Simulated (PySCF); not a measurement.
**quartet C2H3Ge: levels of theory compared**

Wanted: a comparison of 6 runs (UB3LYP/6-31G*, U-wB97M-V/def2-SVPD, U-wB97X/def2-SVPD, UB2PLYP/def2-SVPD, UB3LYP/def2-SVPD, UPBE0/def2-SVPD) of quartet C2H3Ge. The job is set up through a Python script.

Program for the calculation: PySCF 2.14.0.

2 further runs of the same task are left out: 2 set aside as unsound or not needed.

## Step 1: The structure to begin with

The species is C2H3Ge (6 atoms), meant as a quartet with charge 0. SMILES of the parent species: `[C]#[C][GeH3]`. The shape is that of a PBE0-D4/def2-TZVP optimisation. That shape belongs to the parent species and isn't relaxed for this state.

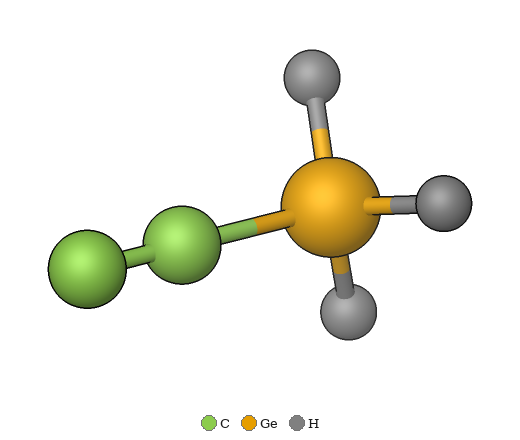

The structure, seen from a chosen angle (carbon green, germanium amber, hydrogen grey).

## Step 2: A single-point energy at UB3LYP/6-31G(d) (spherical functions) (run 1)

input.py

```python
from pyscf import gto, dft

mol = gto.M(
    atom='''
C    1.063000  -1.993700   1.127200
C    0.554800  -1.039400   0.581600
Ge  -0.244200   0.461100  -0.277700
H   -1.482100  -0.028100  -1.035900
H    0.783700   1.059700  -1.242900
H   -0.633000   1.476400   0.801400
''',
    charge=0,
    max_memory=1860,
    spin=3,
    verbose=3,
    basis='6-31g*',
)

mf = dft.UKS(mol)
mf.xc = 'b3lyp'
mf.grids.level = 5
mf.conv_tol = 1e-10
mf.kernel()
if not mf.converged:
    mf = mf.newton().run(mf.mo_coeff, mf.mo_occ)

etot = mf.e_tot
print('E = %.10f Eh' % etot)
```

On the command line:

```bash
$ OMP_NUM_THREADS=1 python input.py
```

Standard output:

```text
WARN: HOMO -0.0341963205442542 >= LUMO -0.322681826465539

WARN: HOMO -0.0475220580977433 >= LUMO -0.146169704992683

WARN: HOMO -0.0953358072729262 >= LUMO -0.211370554045991

WARN: HOMO -0.0898674832323603 >= LUMO -0.183567472778162

WARN: HOMO -0.096909863323678 >= LUMO -0.180905127374756

WARN: HOMO -0.0993634383098412 >= LUMO -0.180222954692891

WARN: HOMO -0.0982816745673265 >= LUMO -0.178389617548048

WARN: HOMO -0.0984340254993898 >= LUMO -0.178501232998339

WARN: HOMO -0.0984206453853687 >= LUMO -0.178539767505737

WARN: HOMO -0.0984351663501282 >= LUMO -0.178567255679678

WARN: HOMO -0.0984336659830887 >= LUMO -0.178567657052183

WARN: HOMO -0.0984335093680198 >= LUMO -0.178571144697254

WARN: HOMO -0.0984341755074736 >= LUMO -0.178571909428319

WARN: HOMO -0.0984338618977674 >= LUMO -0.178570942125627

WARN: HOMO -0.0984337938658411 >= LUMO -0.178571482066811

WARN: HOMO -0.0984338809769763 >= LUMO -0.178571629659533

WARN: HOMO -0.0984336437227324 >= LUMO -0.178571424934594

converged SCF energy = -2154.38674723378  <S^2> = 3.761738  2S+1 = 4.0058647
E = -2154.3867472338 Eh
```

Wall time 25 s (1 thread of Arm Neoverse V2, shared host); peak memory 0.37 GiB.

## Step 3: A single-point energy at U-wB97M-V/def2-SVPD (run 2)

input.py

```python
from pyscf import gto, dft

molecule = gto.M(
    atom=[
    ('C', (1.063000, -1.993700, 1.127200)),
    ('C', (0.554800, -1.039400, 0.581600)),
    ('Ge', (-0.244200, 0.461100, -0.277700)),
    ('H', (-1.482100, -0.028100, -1.035900)),
    ('H', (0.783700, 1.059700, -1.242900)),
    ('H', (-0.633000, 1.476400, 0.801400)),
],
    basis='def2-svpd',
    max_memory=1860,
    spin=3,
    verbose=3,
    charge=0,
)

myscf = dft.UKS(molecule, xc='wb97m-v')
myscf.conv_tol = 1e-10
myscf.nlcgrids.level = 1
myscf.grids.level = 5
myscf.kernel()
if not myscf.converged:
    myscf = myscf.newton().run(myscf.mo_coeff, myscf.mo_occ)

energy = myscf.e_tot
print(f'total energy: {energy:.8f} hartree')
```

On the command line:

```bash
$ OMP_NUM_THREADS=1 python input.py
```

Standard output:

```text
WARN: HOMO 0.0220375786637505 >= LUMO -0.308643499573054

converged SCF energy = -2154.15408554062  <S^2> = 3.7643179  2S+1 = 4.0071525
total energy: -2154.15408554 hartree
```

It took 3.3 min on 1 thread of Arm Neoverse V2, shared host; peak memory 0.61 GiB.

Runs 3 to 5 aren't shown in full; the table further down has their settings and results.

## Step 4: A single-point energy at UPBE0/def2-SVPD (run 6)

input.py

```python
from pyscf import gto, dft

molecule = gto.M(
    atom='''
C        1.063000      -1.993700       1.127200
C        0.554800      -1.039400       0.581600
Ge      -0.244200       0.461100      -0.277700
H       -1.482100      -0.028100      -1.035900
H        0.783700       1.059700      -1.242900
H       -0.633000       1.476400       0.801400
''',
    verbose=4,
    spin=3,
    charge=0,
    max_memory=1860,
    basis='def2-svpd',
)

mf = dft.UKS(molecule)
mf.xc = 'pbe0'
mf.grids.level = 5
mf.conv_tol = 1e-10
mf.kernel()
if not mf.converged:
    mf = mf.newton().run(mf.mo_coeff, mf.mo_occ)

energy = mf.e_tot
print('Final energy', energy)
```

On the command line:

```bash
$ OMP_NUM_THREADS=1 python input.py
```

Standard output:

```text
PySCF version 2.14.0

[... 52 lines left out ...]
[... the frontier-level lines of each cycle are left out ...]
[... 3 lines left out ...]
[... 11 lines left out ...]
[... 11 lines left out ...]
[... 11 lines left out ...]
[... 11 lines left out ...]
[... 11 lines left out ...]
[... 5 lines left out ...]

cycle= 12 E= -2153.96016034412  delta_E= -2.41e-09  |g|= 4.47e-05  |ddm|= 0.000148


cycle= 13 E= -2153.96016034565  delta_E= -1.53e-09  |g|= 1.18e-05  |ddm|= 0.000123


cycle= 14 E= -2153.96016034584  delta_E= -1.93e-10  |g|= 7.43e-06  |ddm|= 3.45e-05


cycle= 15 E= -2153.96016034592  delta_E= -7.96e-11  |g|= 3.31e-06  |ddm|= 1.78e-05


Extra cycle  E= -2153.96016034597  delta_E= -5.05e-11  |g|= 3.22e-06  |ddm|= 1.71e-05
converged SCF energy = -2153.96016034597  <S^2> = 3.7698784  2S+1 = 4.0099269
Final energy -2153.96016034597
```

Run time: 39 s. Hardware: 1 thread of Arm Neoverse V2, shared host; peak memory 0.55 GiB.

## Step 5: All runs side by side

| run | level | nlc grid | frozen core orbitals | energy (Eh) | dipole moment (D) | HOMO energy (eV) | ⟨S²⟩ | wall time |
| --- | --- | --- | --- | --- | --- | --- | --- | --- |
| 1 | UB3LYP/6-31G* (spherical functions) | – | – | -2154.386747 | 0.46 | -2.68 | 3.762 | 25 s |
| 2 | U-wB97M-V/def2-SVPD | 1 | – | -2154.154086 | 0.40 | -5.27 | 3.764 | 3.3 min |
| 3 | U-wB97X/def2-SVPD | – | – | -2154.332768 | 0.48 | -5.52 | 3.771 | 71 s |
| 4 | UB2PLYP/def2-SVPD | – | 11 | -2153.852027 | 0.36 | -4.46 | 3.777 | 47 s |
| 5 | UB3LYP/def2-SVPD | – | – | -2154.364109 | 0.44 | -3.08 | 3.763 | 44 s |
| 6 | UPBE0/def2-SVPD | – | – | -2153.960160 | 0.39 | -3.41 | 3.770 | 39 s |

## Step 6: Results

| quantity | value |
| --- | --- |
| run 6: total energy | -2153.96016 Eh |
| run 6: dipole moment | 0.39 D |
| run 6: HOMO energy (highest over α and β) | -3.41 eV |
| run 6: ⟨S²⟩ | 3.770 |

The dipole moment (its size) runs from 0.36 D (UB2PLYP/def2-SVPD) to 0.48 D (U-wB97X/def2-SVPD). A double hybrid's value is that of its SCF part. Totals of different functionals can't be ranked against each other. All runs together took 7.1 min, the longest 3.3 min.
